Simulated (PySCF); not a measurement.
# C₄H₇NSi: electronic excitations

What electronic excitations should C₄H₇NSi (`CC#C/C=N/[SiH3]`) show?

Programs: PySCF 2.14.0, with density-fitted response routines of our own. Each step states its level of theory. These are calculated values for one molecule in the gas phase, unless marked as measured. Atoms are numbered from 0 throughout.

## 1. The molecule as given

13 atoms, charge 0, multiplicity 1; geometry from: GFN2-xTB.

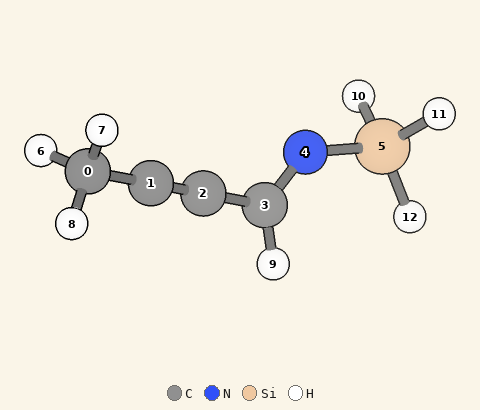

The starting geometry (carbon grey, nitrogen blue, silicon light orange, hydrogen white), atoms numbered.

## 2. Ultraviolet spectrum: PBE0/def2-SVPD

The job: settings as JSON, then the geometry in Å.

```
{"job": {"kind": "uv", "xc": "PBE0", "basis": "def2-SVPD", "nstates": 8, "ntriplets": 3}, "charge": 0, "multiplicity": 1}
C     -3.301572     0.543578    -0.444774
C     -1.924244     0.120242    -0.403763
C     -0.774350    -0.239603    -0.376553
C      0.574949    -0.654920    -0.346556
N      1.503260     0.123702    -0.006559
Si     3.201578    -0.041926     0.140687
H     -3.480204     1.113182    -1.356741
H     -3.520426     1.178902     0.413065
H     -3.964830    -0.320906    -0.433059
H      0.730060    -1.703419    -0.645126
H      3.727851     0.966768    -0.776059
H      3.453101     0.272582     1.544657
H      3.770439    -1.357695    -0.188195
```

Method: TDDFT PBE0/def2-SVPD, vertical, gas phase, core orbitals frozen in the response.

Run with:

```
> OMP_NUM_THREADS=1 python probes_run.py task.json out
```

The driver reads the jobs from task.json and runs them one after another.

What will the session give for the following? lowest singlet (PBE0/def2-SVPD); brightest single state of those computed; lowest triplet. Wanted: lowest singlet; brightest single state of those computed; lowest triplet.

**Answer**, as computed:

```
                                quantity                        value
         lowest singlet (PBE0/def2-SVPD)  3.71 eV (334 nm), f = 0.000
brightest single state of those computed  state 3, 5.40 eV, f = 0.421
                          lowest triplet                      3.14 eV
```

**Reading.** The lowest singlet, at 3.71 eV, is HOMO→LUMO 0.99 and is dark; of the 8 states computed, the strongest absorption comes from state 3 at 5.40 eV. The lowest triplet lies 0.57 eV below the lowest singlet (triplets in Tamm-Dancoff, singlets in full TDDFT).
